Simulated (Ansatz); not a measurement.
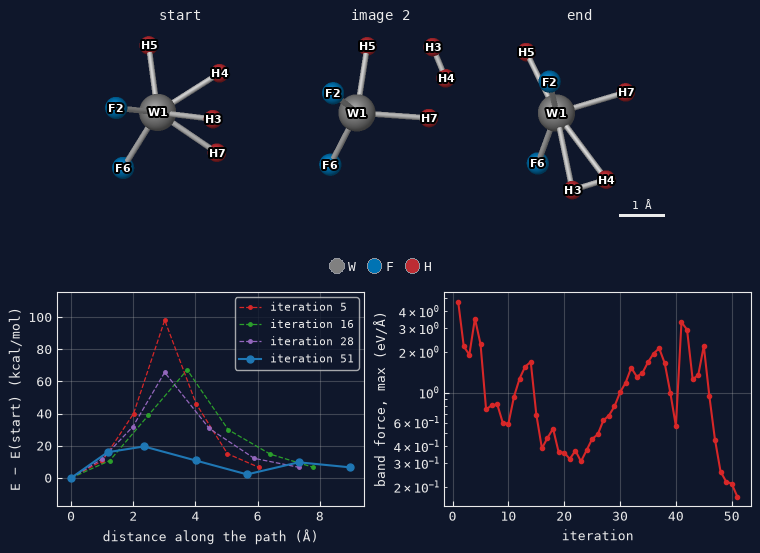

A search for the minimum-energy path of WH4F2 by the nudged elastic band. Images are numbered from 0 (start) to 6 (end). The plot follows the band through its iterations. A ball-and-stick model, seen from a free direction.

Level of theory: RKS B3LYP-D4/def2-SVP in Ansatz.

Input file:
```yaml
crystal:
  periodic: [false, false, false]
  atoms:
    - { symbol: W, position_ang: [0.03105, -0.219852, 0.324396] }
    - { symbol: F, position_ang: [0.692862, -0.222794, 2.077525] }
    - { symbol: H, position_ang: [1.367195, 0.78028, 0.176366] }
    - { symbol: H, position_ang: [-0.20628, 1.16891, -0.602024] }
    - { symbol: H, position_ang: [-1.490957, 0.520061, 0.404557] }
    - { symbol: F, position_ang: [-0.277823, -1.962863, -0.290869] }
    - { symbol: H, position_ang: [0.823552, -0.193741, -1.150451] }
basis:
  gaussian: { orbitals: def2-SVP }
hamiltonian:
  xc: b3lyp
  dispersion: d4
neb:
  order_check: false
  images: 5
  f_tol: 0.05
  max_iterations: 51
  final_atoms:
    - { symbol: W, position_ang: [-0.17086712, -0.17104706, 0.32121774] }
    - { symbol: F, position_ang: [0.14006292, 0.96316679, 1.73212861] }
    - { symbol: H, position_ang: [1.85259157, -0.05413497, 0.08157346] }
    - { symbol: H, position_ang: [1.58288199, 0.47135621, -0.49329142] }
    - { symbol: H, position_ang: [-1.77423427, -0.52519778, 0.80796272] }
    - { symbol: F, position_ang: [0.01076741, -1.71684147, -0.65418208] }
    - { symbol: H, position_ang: [-0.70160349, 0.90269928, -0.85590903] }
  initial_path:
    images:
      - { positions_ang: [[0.03105, -0.219852, 0.324396], [0.692862, -0.222794, 2.077525], [1.367195, 0.78028, 0.176366], [-0.20628, 1.16891, -0.602024], [-1.490957, 0.520061, 0.404557], [-0.277823, -1.962863, -0.290869], [0.823552, -0.193741, -1.150451]] }
      - { positions_ang: [[0.02305006, -0.15084582, 0.21366353], [0.74277837, -0.09509147, 2.00374827], [1.47578657, 0.54241152, 0.42009047], [-0.13270082, 1.34576293, -0.45807533], [-1.56421362, 0.34214337, 0.23796609], [-0.185521, -1.92675997, -0.13829671], [0.58041945, -0.18761956, -1.33959631]] }
      - { positions_ang: [[0.01505013, -0.08183964, 0.10293107], [0.79269474, 0.03261106, 1.92997153], [1.58437813, 0.30454303, 0.66381495], [-0.05912164, 1.52261585, -0.31412667], [-1.63747024, 0.16422574, 0.07137518], [-0.09321901, -1.89065693, 0.01427557], [0.3372869, -0.18149811, -1.52874163]] }
      - { positions_ang: [[0.00705019, -0.01283346, -0.0078014], [0.84261111, 0.16031359, 1.8561948], [1.6929697, 0.06667455, 0.90753942], [0.01445753, 1.69946878, -0.170178], [-1.71072686, -0.01369189, -0.09521573], [-0.00091701, -1.8545539, 0.16684786], [0.09415435, -0.17537667, -1.71788694]] }
      - { positions_ang: [[-0.05225558, -0.06557133, 0.10187165], [0.60842838, 0.42793132, 1.8148394], [1.74617699, 0.02640471, 0.63221744], [0.53726568, 1.29009792, -0.27788247], [-1.731896, -0.18419385, 0.20584375], [0.00297779, -1.80864976, -0.10682879], [-0.17109826, 0.18398198, -1.43056097]] }
      - { positions_ang: [[-0.11156135, -0.1183092, 0.21154469], [0.37424565, 0.69554905, 1.77348401], [1.79938428, -0.01386513, 0.35689545], [1.06007384, 0.88072706, -0.38558695], [-1.75306514, -0.35469582, 0.50690323], [0.0068726, -1.76274561, -0.38050543], [-0.43635088, 0.54334063, -1.143235]] }
      - { positions_ang: [[-0.17086712, -0.17104706, 0.32121774], [0.14006292, 0.96316679, 1.73212861], [1.85259157, -0.05413497, 0.08157346], [1.58288199, 0.47135621, -0.49329142], [-1.77423427, -0.52519778, 0.80796272], [0.01076741, -1.71684147, -0.65418208], [-0.70160349, 0.90269928, -0.85590903]] }
```

Run as
```bash
ansatz run input.yaml --threads 1 --pin off --max-ram 2048MiB --backend cpu --events-out ev --progress --plain --runs-dir out
```

### Did the band converge, and can the barrier be trusted?

The result isn't final. The band hadn't converged when the run stopped after 51 iterations. The largest component of the band force went from 4.7 to 0.17 eV/Å. The barrier read from it is provisional: over the last two iterations the highest image moved from 19.9 kcal/mol to 19.6 kcal/mol. The first iteration put the highest image at 133.9 kcal/mol. Relative to the start the highest point is image 2 at +19.6 kcal/mol and the end lies at +6.6 kcal/mol, but the profile dips to +2.2 kcal/mol at image 4 on the way, so there may be more than one step; on an unconverged band the side maxima are provisional.

Cost: 14 min on 1 thread of AMD EPYC 7R43 64-Core Processor (Zen 3) (shared host), peak memory 0.17 GiB.
